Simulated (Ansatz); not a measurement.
# FH₇N₂SSi₂: basis-set convergence

Aim: see how fast density functionals converge with the basis set for FH₇N₂SSi₂.

Computed with Ansatz 0.2.0, Gaussian basis. Level: one geometry, several basis sets.

Levels to be run: PBE0-D4/def2-SVP; ωB97M-V/def2-SVP; PBE0-D4/def2-QZVPP; ωB97M-V/def2-QZVPP; the functionals' def2-TZVPP values are taken from earlier runs.

### Step 1. The relaxed structure

The geometry comes from an earlier relaxation with PBE0-D4 in a triple-zeta def2 set; it is a stationary point, not always the lowest conformer.

SMILES `N[SiH2]S[SiH](N)F`, 13 atoms, charge 0, spin multiplicity 1.

Atoms are counted from 1 here; the program's logs count them from 0.

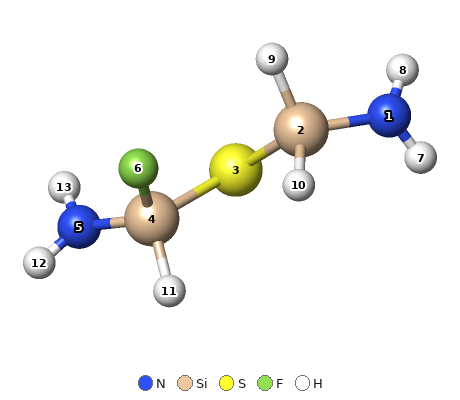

The structure; nitrogen blue, silicon light orange, sulfur yellow, fluorine green, hydrogen white; atoms are numbered from 1 in the order of the file.

### Step 2. PBE0-D4 in def2-SVP

File in.yaml:

```yaml
crystal:
  periodic: [false, false, false]
  atoms:
    - {symbol: N, position_ang: [-2.577516, -1.739418, 0.525756]}
    - {symbol: Si, position_ang: [-1.554701, -0.548891, -0.149047]}
    - {symbol: S, position_ang: [0.205963, -0.216248, 1.065000]}
    - {symbol: Si, position_ang: [1.465033, 0.611960, -0.416546]}
    - {symbol: N, position_ang: [2.680970, 1.472706, 0.380583]}
    - {symbol: F, position_ang: [0.537707, 1.503388, -1.379042]}
    - {symbol: H, position_ang: [-2.263052, -2.692510, 0.613309]}
    - {symbol: H, position_ang: [-3.198943, -1.492465, 1.279028]}
    - {symbol: H, position_ang: [-2.337732, 0.704023, -0.229299]}
    - {symbol: H, position_ang: [-1.089689, -0.998893, -1.482540]}
    - {symbol: H, position_ang: [2.097160, -0.376021, -1.314490]}
    - {symbol: H, position_ang: [3.560298, 1.685258, -0.059371]}
    - {symbol: H, position_ang: [2.494800, 2.052312, 1.181361]}
basis:
  gaussian: {orbitals: def2-SVP}
hamiltonian: {xc: pbe0, dispersion: d4}
output: {orbitals: {seedname: orbitals}}
```

Command:

```sh
$ ansatz run in.yaml --threads 2 --pin off --events-out ev --progress --plain --max-ram 20480MiB --backend cpu
```

Output:

```text
Functional definition: PBE0
  name "PBE0"
  cite "Adamo & Barone, J. Chem. Phys. 110, 6158 (1999) doi:10.1063/1.478522"
  cite "Perdew, Burke & Ernzerhof, Phys. Rev. Lett. 77, 3865 (1996) doi:10.1103/PhysRevLett.77.3865"
  parent pbe
  parameter a = 0.25
  parameter kappa = 0.804
  parameter beta = 0.06672455060314922
  exchange = (1 - a)*pbe_x(kappa = kappa, mu = beta*pi^2/3) + a*exact_x
  correlation = pbe_c(beta = beta)
1265 factors; integrals over basis functions are off by at most 1.2e-3 eV
mean field evaluation 1: about -32367.2093 eV, gradient 7.2e1 eV
mean field evaluation 2: about -32356.8806 eV, gradient 9.7e1 eV
mean field evaluation 4: about -32376.9161 eV, gradient 2.8e0 eV
mean field evaluation 8: about -32377.0549 eV, gradient 1.6e-1 eV
mean field evaluation 16: about -32377.0550 eV, gradient 3.4e-5 eV
mean field -32377.05498836 eV, -1189.8348248662 hartree, gradient 3.4e-5 eV, S^2 0.000000; 0 other end points of the search recorded, 0 dependent functions left out
reference -32377.05501916 eV, -1189.8348259980 hartree; 37, 37 occupied and 94, 94 virtual orbitals, 1265 factors
Total energy: -32377.36047117 eV, -1189.8460511525 hartree
```

Wall time 2.4 s (2 threads of AMD EPYC 7R13, shared host); peak memory 0.33 GiB.

### Step 3. ωB97M-V in def2-SVP

in.yaml, as its differences from that of step 2:

```diff
@@ -18,3 +18,3 @@
   gaussian: {orbitals: def2-SVP}
-hamiltonian: {xc: pbe0, dispersion: d4}
+hamiltonian: {xc: {name: wB97M-V}}
 output: {orbitals: {seedname: orbitals}}
```

Launched as before.

Output, shortened:

```text
Functional definition: wB97M-V
  name "wB97M-V"
  cite "Mardirossian & Head-Gordon, J. Chem. Phys. 144, 214110 (2016) doi:10.1063/1.4952647"
  cite "Becke, J. Chem. Phys. 107, 8554 (1997) doi:10.1063/1.475007"
  cite "Vydrov & Van Voorhis, J. Chem. Phys. 133, 244103 (2010) doi:10.1063/1.3521275"
  # Of w^i u^j: cxij and so on, Table III.
[...]
  gx(w, u) = 1 - cx + cx01*u + cx10*w
  gss(w, u) = css00 + css04*u^4 + css10*w + css20*w^2 + css43*w^4*u^3
  gos(w, u) = cos00 + cos10*w + (cos20 + cos21*u)*w^2 + (cos60 + cos61*u)*w^6
[...]
      + integral(e_c_pw_mod_opposite_spin*gos(b97_w_opposite, b97_u_opposite)) + vv10(b, c)
1265 factors; integrals over basis functions are off by at most 1.2e-3 eV
416 factors; integrals over basis functions are off by at most 6.9e-6 eV
[...]
mean field -32389.85727824 eV, -1190.3053003417 hartree, gradient 4.5e-5 eV, S^2 0.000000; 0 other end points of the search recorded, 0 dependent functions left out
reference -32389.85732747 eV, -1190.3053021505 hartree; 37, 37 occupied and 94, 94 virtual orbitals, 1265 factors
Total energy: -32389.85732747 eV, -1190.3053021505 hartree
```

It took 9 s on 2 threads of AMD EPYC 7R13, shared host; peak memory 0.49 GiB.

### Step 4. PBE0-D4 in def2-QZVPP

in.yaml, as its differences from that of step 3:

```diff
@@ -17,4 +17,4 @@
 basis:
-  gaussian: {orbitals: def2-SVP}
-hamiltonian: {xc: {name: wB97M-V}}
+  gaussian: {orbitals: "def2-QZVPP.json"}
+hamiltonian: {xc: pbe0, dispersion: d4}
 output: {orbitals: {seedname: orbitals}}
```

Command:

```sh
$ ansatz run in.yaml --threads 2 --pin off --events-out ev --progress --plain --max-ram 20480MiB --backend cuda --devices 0, --max-vram 18GiB
```

Output:

```text
Functional definition: PBE0
  name "PBE0"
  cite "Adamo & Barone, J. Chem. Phys. 110, 6158 (1999) doi:10.1063/1.478522"
  cite "Perdew, Burke & Ernzerhof, Phys. Rev. Lett. 77, 3865 (1996) doi:10.1103/PhysRevLett.77.3865"
  parent pbe
  parameter a = 0.25
  parameter kappa = 0.804
  parameter beta = 0.06672455060314922
  exchange = (1 - a)*pbe_x(kappa = kappa, mu = beta*pi^2/3) + a*exact_x
  correlation = pbe_c(beta = beta)
2109 factors; their error is unknown
mean field evaluation 1: about -32381.9522 eV, gradient 8.7e1 eV
mean field evaluation 2: about -32365.4611 eV, gradient 1.2e2 eV
mean field evaluation 4: about -32395.0616 eV, gradient 5.0e0 eV
mean field evaluation 8: about -32395.1441 eV, gradient 2.3e-1 eV
mean field evaluation 16: about -32395.1441 eV, gradient 2.4e-5 eV
mean field -32395.14413323 eV, -1190.4995886790 hartree, gradient 2.4e-5 eV, S^2 0.000000; 0 other end points of the search recorded, 0 dependent functions left out
reference -32395.14417535 eV, -1190.4995902269 hartree; 37, 37 occupied and 554, 554 virtual orbitals, 2109 factors
Total energy: -32395.44962737 eV, -1190.5108153814 hartree
```

Wall time 3.6 s (1 × H100 (card shared with other runs) with 2 threads of AMD EPYC 7R13, shared host); peak host memory 1.1 GiB.

### Step 5. ωB97M-V in def2-QZVPP

in.yaml, as its differences from that of step 4:

```diff
@@ -18,3 +18,3 @@
   gaussian: {orbitals: "def2-QZVPP.json"}
-hamiltonian: {xc: pbe0, dispersion: d4}
+hamiltonian: {xc: {name: wB97M-V}}
 output: {orbitals: {seedname: orbitals}}
```

Launched as before.

Output, shortened:

```text
Functional definition: wB97M-V
  name "wB97M-V"
  cite "Mardirossian & Head-Gordon, J. Chem. Phys. 144, 214110 (2016) doi:10.1063/1.4952647"
  cite "Becke, J. Chem. Phys. 107, 8554 (1997) doi:10.1063/1.475007"
  cite "Vydrov & Van Voorhis, J. Chem. Phys. 133, 244103 (2010) doi:10.1063/1.3521275"
  # Of w^i u^j: cxij and so on, Table III.
[...]
  gx(w, u) = 1 - cx + cx01*u + cx10*w
  gss(w, u) = css00 + css04*u^4 + css10*w + css20*w^2 + css43*w^4*u^3
  gos(w, u) = cos00 + cos10*w + (cos20 + cos21*u)*w^2 + (cos60 + cos61*u)*w^6
[...]
      + integral(e_c_pw_mod_opposite_spin*gos(b97_w_opposite, b97_u_opposite)) + vv10(b, c)
2041 factors; their error is unknown
469 factors; integrals over basis functions are off by at most 8.5e-6 eV
[...]
mean field -32408.05648632 eV, -1190.9741089027 hartree, gradient 3.0e-5 eV, S^2 0.000000; 0 other end points of the search recorded, 0 dependent functions left out
reference -32408.05655609 eV, -1190.9741114667 hartree; 37, 37 occupied and 554, 554 virtual orbitals, 2041 factors
Total energy: -32408.05655609 eV, -1190.9741114667 hartree
```

Run time: 8.1 s. Hardware: 1 × H100 (card shared with other runs) with 2 threads of AMD EPYC 7R13, shared host; peak host memory 1.2 GiB.

### Step 6. Density functionals: the series

The def2-TZVPP values come from earlier runs at the same geometry.

```csv
functional,basis,functions,energy (eV),from the largest (eV),HOMO (eV),LUMO (eV)
PBE0-D4,def2-SVP,131,-32377.3605,18.089,-7.19,0.89
PBE0-D4,def2-TZVPP,317,-32394.2217,1.228,-7.34,0.32
PBE0-D4,def2-QZVPP,591,-32395.4496,0.000,-7.39,0.10
ωB97M-V,def2-SVP,131,-32389.8573,18.199,-9.33,2.71
ωB97M-V,def2-TZVPP,317,-32406.9071,1.149,-9.52,1.91
ωB97M-V,def2-QZVPP,591,-32408.0566,0.000,-9.57,1.45
```

### Step 7. Outcome

| quantity | value |
| --- | --- |
| PBE0-D4: double and triple zeta above quadruple | 18.09, 1.23 eV |
| ωB97M-V: double and triple zeta above quadruple | 18.20, 1.15 eV |

What this shows: For PBE0-D4 the step from double to triple zeta gains 16.86 eV and the next only 1.23 eV. Total energies overstate the basis error of differences, where much of it tends to cancel. The LUMO of ωB97M-V is positive and keeps falling with the basis (2.71 to 1.45 eV): an unbound level that the basis holds in place.
